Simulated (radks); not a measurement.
## Atomic calculation, with input and output: Bi

System: a free Bi atom in the configuration [Xe] 4f14 5d10 5f1 6s1 6p3 (5f5/2: 1, 6p1/2: 2, 6p3/2: 1).
Method: Dirac Kohn-Sham, PBE, spin-unpolarised, spherical densities, finite nucleus (the in-house radial solver radks).

### Key numbers

- outcome: converged
- total energy: −21574.3084 hartree
- kinetic energy: 25198.9718 hartree
- electron–nucleus energy: −54650.5722 hartree
- Hartree energy: 8275.5599 hartree
- exchange–correlation energy: −398.267891 hartree
- radius at density 0.001 e/bohr³: 4.39 bohr
- SCF iterations: 17
- hardware: 1 thread of Arm Neoverse N1, 77 GiB of memory available, shared host

### Input file
```
Z 83
configuration [Xe] 4f14 5d10 6s1 6p3 5f1
relativity Dirac
functional pbe,pbe
spin unpolarised
j_filling energy
nucleus finite rms 5.5211 fm
c 137.035999084
```

Energies in input and log are in hartree, lengths in bohr (the nuclear radius in fm).

Launched within a batch (the task file carries these settings):
```bash
python <driver script> task.json out
```

### The program's output
```
1s1/2   1   2.0000       -3324.29437043
2s1/2   1   2.0000        -597.01642618
2p1/2   1   2.0000        -573.89116921
2p3/2   1   4.0000        -488.65482512
3s1/2   1   2.0000        -144.29978413
3p1/2   1   2.0000        -133.78586000
3p3/2   1   4.0000        -114.70183262
3d3/2   1   4.0000         -97.37220993
3d5/2   1   6.0000         -93.32571841
4s1/2   1   2.0000         -33.32421365
4p1/2   1   2.0000         -28.73989448
4p3/2   1   4.0000         -24.03701627
4d3/2   1   4.0000         -16.55628972
4d5/2   1   6.0000         -15.67834779
4f5/2   1   6.0000          -5.97168007
4f7/2   1   8.0000          -5.76990752
5s1/2   1   2.0000          -6.04467360
5p1/2   1   2.0000          -4.45394436
5p3/2   1   4.0000          -3.54820223
5d3/2   1   4.0000          -1.32433948
5d5/2   1   6.0000          -1.21331336
6s1/2   1   1.0000          -0.76490084
6p1/2   1   2.0000          -0.43405356
6p3/2   1   1.0000          -0.34682285
5f5/2   1   1.0000          -0.01581183
5f7/2   1   0.0000          -0.01581128
Etot -21574.308391122737
Ekin 25198.97179563906
Encl -54650.572202705174
Eh 8275.559906917024
Exc -398.2678909736476
err 8.676541206520552e-09
it 17
```

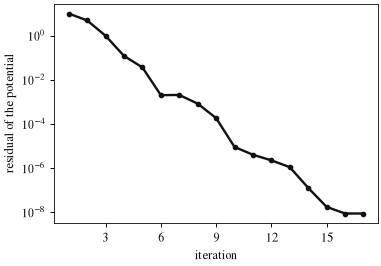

Figure 1. Convergence: residual of the potential against the iteration. The residual falls almost steadily, with no more than small rises or pauses. It goes from 9.9 to 8.7×10⁻⁹ in 17 steps.

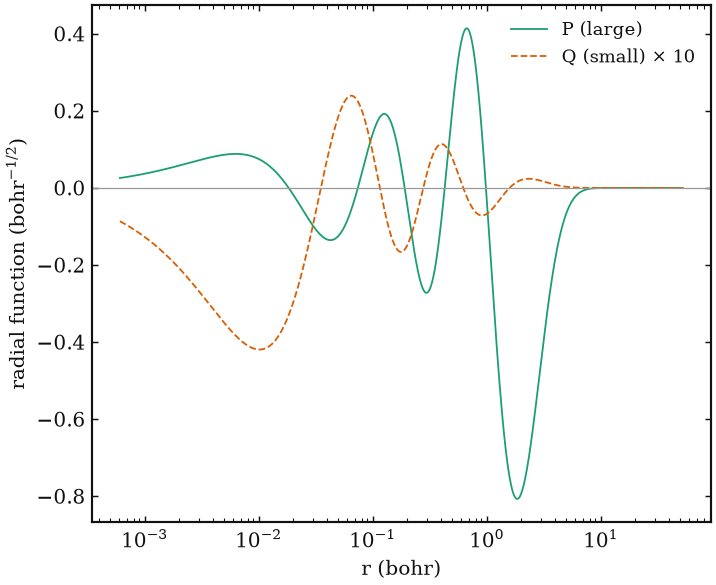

Figure 2. The large and small radial components of one occupied spinor. It is 6s1/2. The spinor has κ = −1: the large component has l = 0 and 5 radial nodes (r = 0.0183, 0.0741, 0.191, 0.428 and 0.985 bohr), the small one has l = 1. The small component carries 0.012 % of the norm; ⟨r⟩ = 2.11 bohr and the eigenvalue is −20.8 eV. The nodes of P give n − l − 1 and its extent picks the shell; Q has as many nodes as P for κ < 0 and one more for κ > 0.

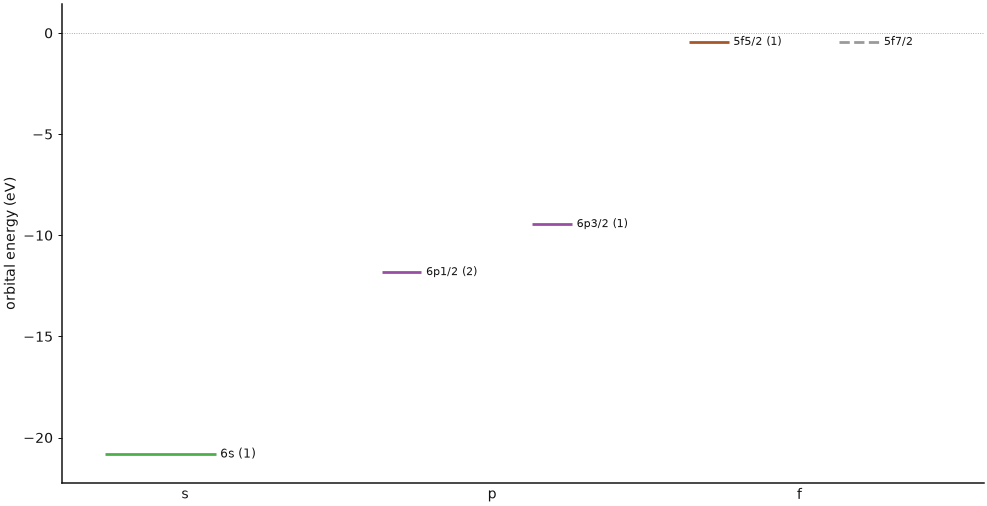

Figure 3. The outer levels are drawn by angular momentum (occupations in brackets, the lower j at the left of each column, empty levels dashed). The highest occupied level is 5f5/2 at −0.430 eV. The highest 3 occupied levels, from the top down, are 5f5/2 (−0.430 eV), 6p3/2 (−9.44 eV), 6p1/2 (−11.8 eV). The lowest empty level drawn is 5f7/2 at −0.430 eV. Spin-orbit splittings: 5f 1.49×10⁻⁵ eV, 6p 2.37 eV.
